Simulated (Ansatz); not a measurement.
Consider C4H5FZn.

```tsv
atom	x (Å)	y (Å)	z (Å)
C	-0.3062	-1.1386	0.9382
C	0.2351	0.1010	0.3072
F	0.3641	-0.1055	-1.0371
C	-0.5444	1.3686	0.5813
C	-0.0084	2.4185	1.2346
Zn	1.5953	1.2840	1.2816
H	0.3782	-1.9955	0.7646
H	-1.2953	-1.4070	0.4939
H	-0.4362	-1.0080	2.0321
H	-1.5931	1.3608	0.1976
H	-0.5778	3.3302	1.4857
```

Method: RKS LDA/def2-SVP (Ansatz 0.2.0).

**What will maps of the electron density and electron localisation function show?**

C–C (1.35 Å): the density is about 2.2 e/Å³ at the midpoint; the ELF peaks at about 0.90 between the atoms; localised, covalent bonding.
C–Zn (1.96 Å): ρ at the midpoint is about 0.64 e/Å³; the ELF peaks at about 0.80 in the valence shell of C, 0.7 Å from its nucleus, and is about 0.25 at the midpoint.
C–H (1.10 Å): ρ at the midpoint is about 1.9 e/Å³; the ELF climbs to about 1 towards the hydrogen, as it does in any bond to H: an ordinary covalent bond to hydrogen.
C–C (1.51 Å): ρ is about 1.7 e/Å³ halfway; the ELF peaks at about 0.95 between the atoms: localised, covalent bonding.

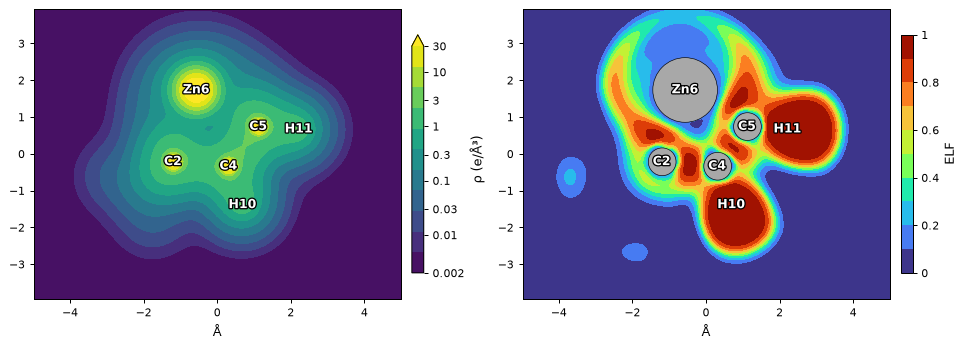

Computed electron density and electron localisation function on the plane of atoms C2, Zn6 and C5, in this order. Grey discs cover the atomic cores in the ELF map. 
